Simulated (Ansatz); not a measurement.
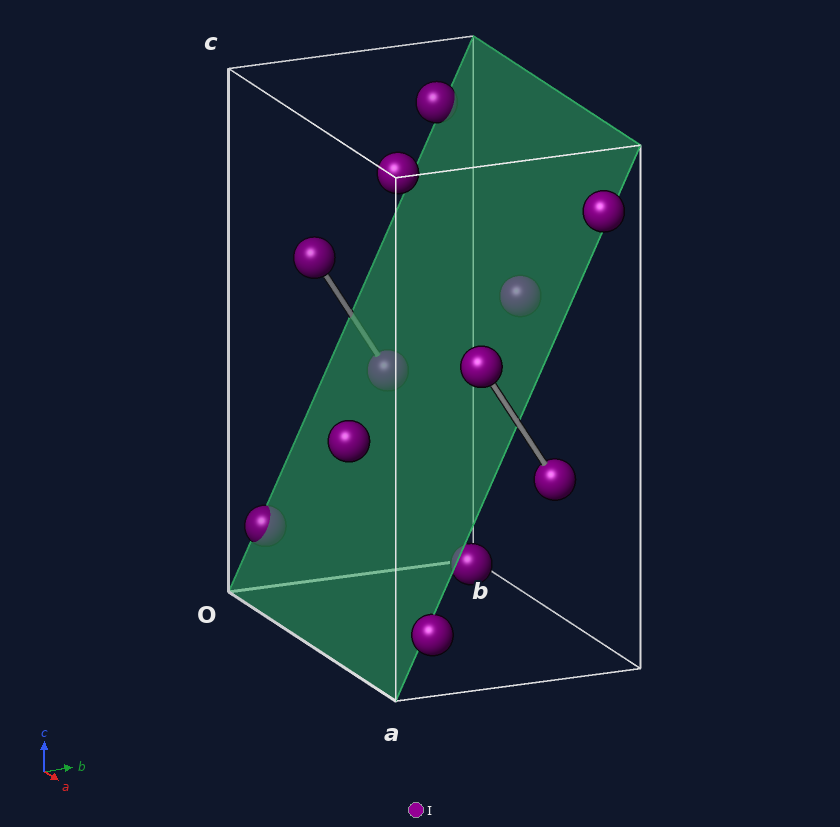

Crystal: I, a calculation's input that goes back to an entry of the Crystallography Open Database (an earlier step may have relaxed or displaced it). Every member of one family of equally spaced planes, hx + ky + lz = a whole number, that cuts the unit cell is shaded (one member passes through the origin O). Symmetry computed with spglib at a tolerance of 0.002 Å; standard conventional cell.

a = 7.255 Å, b = 4.795 Å, c = 9.780 Å, α = 90.00°, β = 90.00°, γ = 90.00°.

### Which (hkl) family is drawn?

(0 1 −1); the opposite sign names the same planes. The member next to the origin meets the axes a never, b at 1, c at −1.

### What is the spacing?

d = 4.305 Å.

### Which atoms of the cell lie in these planes (within 0.03 Å)?

No atom.

### The space group is Cmce (No. 64). How many reflections hkl are equivalent to this one (itself included), and does it occur?

4 reflections are equivalent in the Laue class mmm. The reflection is systematically absent, by the centring.
